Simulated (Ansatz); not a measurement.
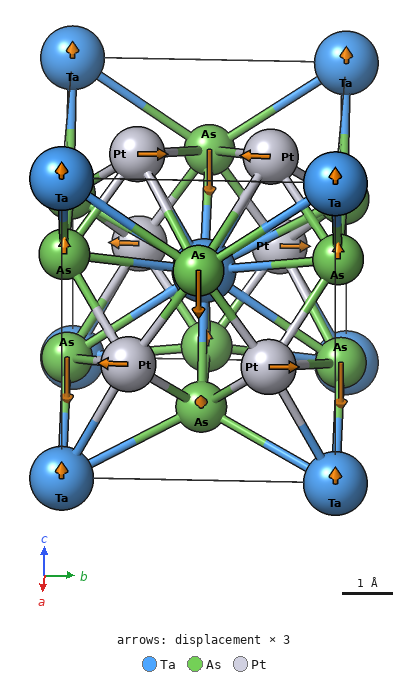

A relaxation of a crystal of TaAs$_{3}$Pt$_{2}$ (built on the PrCu3Pd2-44 type type). The starting structure is drawn; orange arrows show the displacements (the part carried along by the change of the cell is left out), magnified 3 times.

Style: ball-and-stick. Shown: the conventional cell (2 times the calculation's cell), from a free direction. Lengths and directions refer to the drawn axes.

Computed with DFT, r2SCAN+rVV10, plane waves, PAW in Ansatz.

The input:
```yaml
crystal:
  lattice:
    - [-2.6766441947, 2.7831297265, 3.4264572867]
    - [2.6766441947, -2.7831297265, 3.4264572867]
    - [2.6766441947, 2.7831297265, -3.4264572867]
  atoms:
    - { symbol: Ta, position: [-0.0023725052, -0.0023725052, 0.0] }
    - { symbol: As, position: [0.6444137901, 0.3937854309, 0.7493716408] }
    - { symbol: As, position: [0.6444137901, 0.8950421493, 0.2506283592] }
    - { symbol: As, position: [0.1989512665, 0.6989512665, 0.5] }
    - { symbol: Pt, position: [0.6260062546, 0.3822968292, 0.2437094254] }
    - { symbol: Pt, position: [0.1385874038, 0.3822968292, 0.7562905746] }
kpoints:
  mp_grid: { grid: [6, 6, 6] }
hamiltonian:
  xc: r2scan
  dispersion: rvv10
scf:
  occupations: { method: fermi_dirac, width: 0.03 }
relax:
  f_tol: 0.01
  cell: {}
  max_steps: 120
```

Command:
```bash
ansatz run input.yaml --threads 2 --pin off --max-ram 2211MiB --backend cpu --events-out ev --progress --plain --runs-dir out
```

Atoms of which element are displaced furthest, and by how much?

Answer. Arsenic: up to 0.38 Å, against 0.22 Å for platinum.

What happened in the run?

Answer. As4 moves most relative to the cell: 0.38 Å along −c. By element the largest moves are As 0.38 Å, Pt 0.22 Å, Ta 0.13 Å. The volume changes by +6.8 %, with a 5.353 → 5.086 Å (−5.0 %), b 5.566 → 6.577 Å (+18.2 %), c 6.853 → 6.517 Å (−4.9 %). Near-neighbour distances that change, for instance: Ta1–As4 3.455 → 4.105 Å, As2–As4 3.112 → 3.547 Å, Ta1–As2 3.247 → 3.632 Å, Ta1–As4 (another image) 3.011 → 2.666 Å. Among the angles between lasting bonds that change: Pt5–As4–Pt6 66.6° → 97.0°, As2–Pt5–As4 103.1° → 79.9°, Ta1–As4–Ta1 125.5° → 145.0°. The space group stays Imm2 (No. 44). After 11 accepted moves (14 points after the start) the energy has fallen by 110 meV per atom. The largest force component goes from 0.23 to 0.0022 eV/Å. Pressure: 1.24 GPa at the start and 0.01 GPa at the end. The line search rejected the trial step at point 9 of the run. The SCF was repeated twice at an unchanged geometry on a basis and grid sized afresh for the cell, which shifted the energy by 0.9 meV per atom at most.
